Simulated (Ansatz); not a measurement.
# Mo2C monolayer: from the cell to its phonons, part 2 of 2

The cell of Mo2C monolayer is at rest. What are its phonons? After the zone centre comes a 6×6×1 q mesh on a 18×18×1 k mesh.

Ansatz 0.2.0; DFT PBEsol, scalar-relativistic, plane waves, PAW; PAW set soft_1.

So far. Step 2 (Linear response at the zone centre): Before it was imposed, the acoustic sum rule was missed by 9.8e-5 eV/Å². Small misses are needed for a sound result but don't prove that mesh and cutoff are converged. The lowest optical mode is real, 165 cm⁻¹.

## Step 3: Phonons on a q mesh (continued)

Frequencies (cm⁻¹) solved at each irreducible wavevector; negative means imaginary. Frequencies by wavevector, by row:

```tsv
q in reciprocal lattice units	star	mode 1	mode 2	mode 3	mode 4	mode 5	mode 6	mode 7	mode 8	mode 9
0 0 0	1	0	0	0	165	165	223	648.1	648.1	669.7
0 0.1667 0	6	37.5	88.2	92.9	167.8	173.5	238.7	609.6	633.5	650.1
0 0.3333 0	6	111	124.6	134.3	181.2	182.8	241.4	642.7	646.3	654.8
0 -0.5 0	3	142.4	148.2	155.1	179.7	210.1	245.3	644.2	653.9	700.8
0.1667 0.1667 0	6	83.5	103.7	129.3	176.1	180	244.4	576.1	633.6	644.8
0.1667 0.3333 0	12	138.4	155.7	165.8	180.9	213.1	238	594.7	639.9	685.6
0.3333 0.3333 0	2	148.4	177.5	177.5	204.4	204.4	215.5	639.2	643	643
```

Interpolated from a 6×6×1 q mesh. Phonon branches along the path, in cm⁻¹:

```tsv
point	branch 1	branch 2	branch 3	branch 4	branch 5	branch 6	branch 7	branch 8	branch 9
Γ	0	0	0	165	165	223	648	648	670
M	142	148	155	180	210	245	644	654	701
K	148	178	178	204	204	216	639	643	643
Γ	0	0	0	165	165	223	648	648	670
```

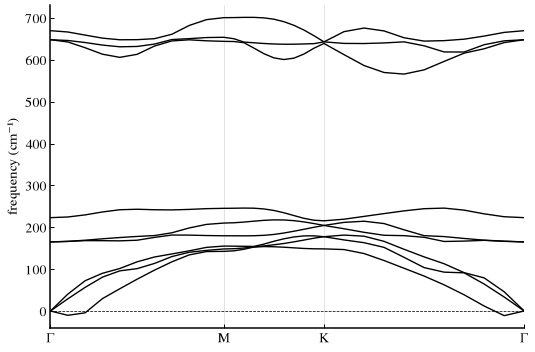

Phonon branches along the path.

The phonon density of states has structure finer than the step of the table below, so its rows give means over 25 cm⁻¹, whole bins alone (the curve runs from -15 to 705 cm⁻¹). Peaks (cm⁻¹: height): 145.0: 0.0530, 175.0: 0.0760, 215.0: 0.0307, 245.0: 0.0601, 645.0: 0.0839.

Tetrahedra on a 24×24×1 mesh, mean over bins of 10 cm-1. Interpolated from a 6×6×1 q mesh. Table of phonon density of states by wavenumber; means over each step:

```tsv
wavenumber (cm⁻¹)	phonon density of states (1/cm⁻¹/cell)
0	0.00173
25	0.00293
50	0.00519
75	0.00957
100	0.0198
125	0.0255
150	0.0451
175	0.0580
200	0.0240
225	0.0228
250	0.0250
275	0
300	0
325	0
350	0
375	0
400	0
425	0
450	0
475	0
500	0
525	0
550	2.7e-4
575	0.00648
600	0.0159
625	0.0302
650	0.0452
675	0.0141
```

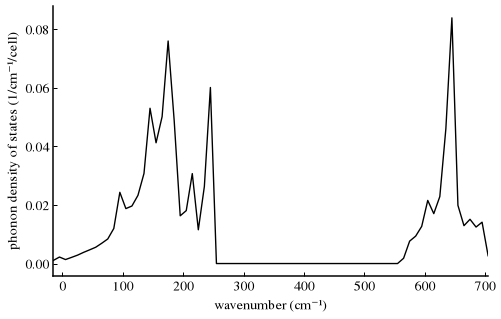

Phonon density of states against wavenumber.

The partial phonon density of states has structure finer than the step of the table below, so its rows give means over 50 cm⁻¹, whole bins alone (the curve runs from -20.8 to 732 cm⁻¹). Peaks (cm⁻¹: height): C 642.3: 0.0675; Mo 178.1: 0.0781, 211.3: 0.0271, 239.7: 0.0505.

Phonopy on the run's constants, 21x21x1 mesh, Gaussian sigma 5.4 cm-1. Interpolated from a 6×6×1 q mesh. Partial phonon density of states against wavenumber; means over each step; values in 1/cm⁻¹/cell:

```tsv
wavenumber (cm⁻¹)	C	Mo
50	3.6e-4	0.00501
100	0.00105	0.0171
150	0.00188	0.0414
200	1.9e-4	0.0328
250	9.8e-5	0.0184
300	0	0
350	0	0
400	0	0
450	0	0
500	0	0
550	0.00129	5.7e-5
600	0.0143	7.4e-4
650	0.0338	0.00240
700	0.00695	4.9e-4
```

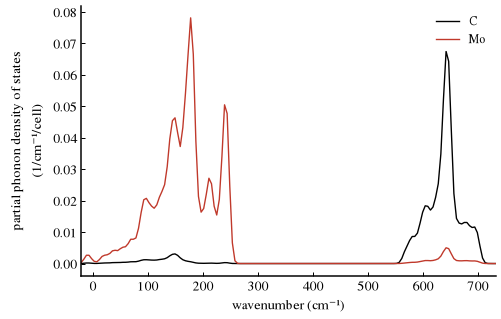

Partial phonon density of states, plotted against wavenumber.

Symmetry leaves 7 wavevectors to solve. The lowest mode among them, the acoustic zeros apart, lies at q = (0, 0.167, 0) and is real, 37.5 cm⁻¹. Between them the interpolated path dips to 11i cm⁻¹.

## Step 4: Isotope substitution, element C, natural mass 12.011 amu

An isotope changes the mass and not the force constants, so no new electronic calculation is needed; the shifts show which modes move this element.

The same force constants with the mass of C changed from 12.011 to 13.003 u (phonopy, no LO-TO term). Both lists are sorted by frequency; levels can cross, so a row need not hold one and the same mode. Modes under 3 cm⁻¹ are left out. Isotope shifts, by row:

```tsv
q	rank	natural mass (cm⁻¹)	changed mass (cm⁻¹)
0 0 0	4	165	165
0 0 0	5	165	165
0 0 0	6	223	223
0 0 0	7	648	624.4
0 0 0	8	648	624.4
0 0 0	9	669.7	645.2
0 0.1667 0	1	37.47	37.37
0 0.1667 0	2	88.26	88.05
0 0.1667 0	3	92.91	92.72
0 0.1667 0	4	167.8	167.8
0 0.1667 0	5	173.5	173.5
0 0.1667 0	6	238.7	238.7
0 0.1667 0	7	609.6	587.1
0 0.1667 0	8	633.5	610.4
0 0.1667 0	9	650.1	626.6
0 0.3333 0	1	111	110.7
0 0.3333 0	2	124.6	124.3
0 0.3333 0	3	134.3	134
0 0.3333 0	4	181.2	181.2
0 0.3333 0	5	182.8	182.8
0 0.3333 0	6	241.4	241.3
0 0.3333 0	7	642.7	619.1
0 0.3333 0	8	646.3	622.9
0 0.3333 0	9	654.8	631.1
0 -0.5 0	1	142.4	142.2
0 -0.5 0	2	148.2	147.8
0 -0.5 0	3	155.1	154.7
0 -0.5 0	4	179.7	179.7
0 -0.5 0	5	210.1	210.1
0 -0.5 0	6	245.3	245.3
0 -0.5 0	7	644.2	620.6
0 -0.5 0	8	653.9	629.7
0 -0.5 0	9	700.8	675.4
```

A mode of this element alone would shift by -3.89 %. The highest zone-centre frequency without the field goes from 669.7 to 645.2 cm⁻¹ (-3.7 %). The product of the frequency ratios over all optical modes at Γ is 0.894; the product rule, (m/m′)^(3k/2) (M′/M)^(3/2) with k = 1 such atoms and M the mass of the cell, gives 0.894.

## Step 5: Another isotope, element Mo, natural mass 95.95 amu

The same for Mo, from 95.95 to 99.91 u.

A mode of this element alone would shift by -2.00 %. The highest zone-centre frequency without the field goes from 669.7 to 668.9 cm⁻¹ (-0.1 %). The product of the frequency ratios over all optical modes at Γ is 0.938; the product rule, (m/m′)^(3k/2) (M′/M)^(3/2) with k = 2 such atoms and M the mass of the cell, gives 0.938.

## Step 6: What came out

| Item | Value |
| --- | --- |
| space group (within 0.01 Å) | P-3m1 |
| area per atom | 2.53 Å² |
| electronic character | no gap on this mesh |
| highest optical mode at the zone centre (no LO-TO term) | 670 cm⁻¹ |
| lowest optical zone-centre mode | 165 cm⁻¹ |
| lowest mode on the q mesh (acoustic modes at Γ apart) | 37.5 cm⁻¹ |
| highest frequency on the path or at a solved wavevector | 702 cm⁻¹ |
| imaginary modes on the 6×6×1 q mesh | none |

In words: No mode is imaginary at the 7 irreducible wavevectors solved, but between them the interpolated path dips to 11.1i cm⁻¹, so stability is not settled. The optical modes at Γ span 165 to 670 cm⁻¹. The highest mode in this list at Γ, 669.7 cm⁻¹, is mostly motion of C (94 % of the kinetic energy). With no gap, or one that is small against the smearing, the frequencies hang on the k mesh and the smearing, most of all near Kohn anomalies. In a sheet or slab the interpolated bending branch near Γ is rough, since the rotational sum rule isn't imposed. The PAW files were made for PBE and serve the other functionals too. The starting cell was built on a prototype and not taken from a measurement. These are harmonic frequencies at zero temperature: anharmonic shifts, linewidths and thermal expansion are left out.

[Logs are printed without paths, hosts, clocks, repeated set-up lines and the standing remarks that a program may print on its own settings, such as how far it seeks lower states.]

[Hosts, paths, dates, database ids (printed as entryN), source tags and the programs' standing remarks are cut or masked in the printed files.]
